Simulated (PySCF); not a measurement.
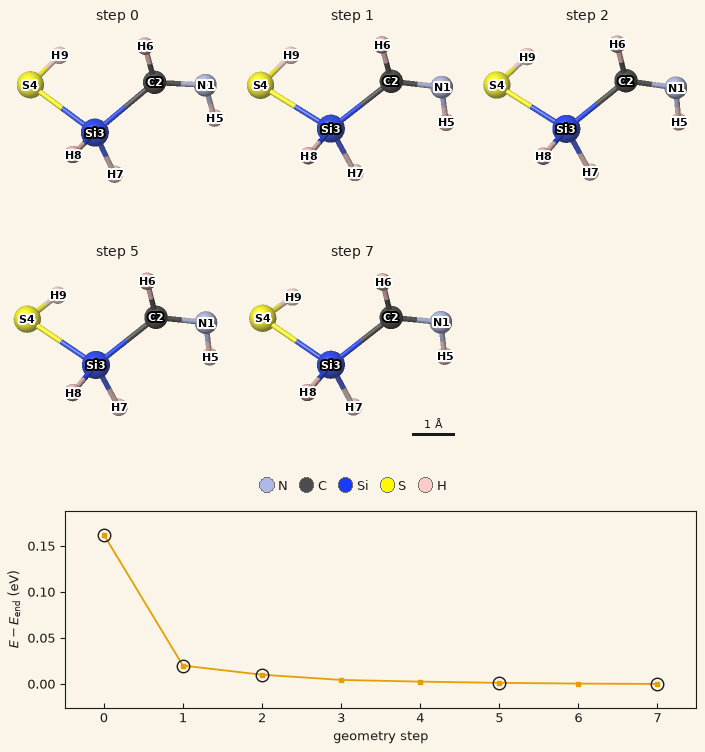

Frames of a relaxation of CH5NSSi, marked on the history of the run. The picture is a ball-and-stick view, seen at a tilt.

The start comes from GFN2-xTB. Its atoms were then displaced at random by about 0.01 Å.

Computed with PySCF 2.14.0, density-fitted response routines, PBE0-D3(BJ)/def2-SVP geometry optimisation, gas phase. 

Q: Describe the path.

A: The energy falls by 0.162 eV in 7 geometry steps. H9 moves most after the best rigid fit: 0.20 Å. By element the largest moves are H 0.20 Å, S 0.10 Å, Si 0.10 Å, C 0.07 Å, N 0.03 Å. Some distances before and after: S4–H9 1.302 → 1.352 Å, Si3–H8 1.442 → 1.491 Å, Si3–H7 1.454 → 1.497 Å, Si3–S4 2.115 → 2.147 Å. Among the angles between lasting bonds that change: Si3–S4–H9 99.4° → 94.5°, C2–Si3–S4 106.9° → 111.2°, H7–Si3–H8 114.8° → 110.7°. The run took 19 s on 1 thread of Arm Neoverse V1, with other jobs on the host. From step 0 to 1: H atoms move most (0.14 Å), energy −0.142 eV. From step 1 to 2: H5 moves most (0.07 Å), energy −0.010 eV. From step 2 to 5: H9 moves most (0.08 Å), energy −0.009 eV. From step 5 to 7: H9 moves most (0.06 Å), energy −0.001 eV.

```tsv
step	E − E(0), eV
0	0.0000
1	-0.1423
2	-0.1523
3	-0.1579
4	-0.1598
5	-0.1611
6	-0.1619
7	-0.1623
```
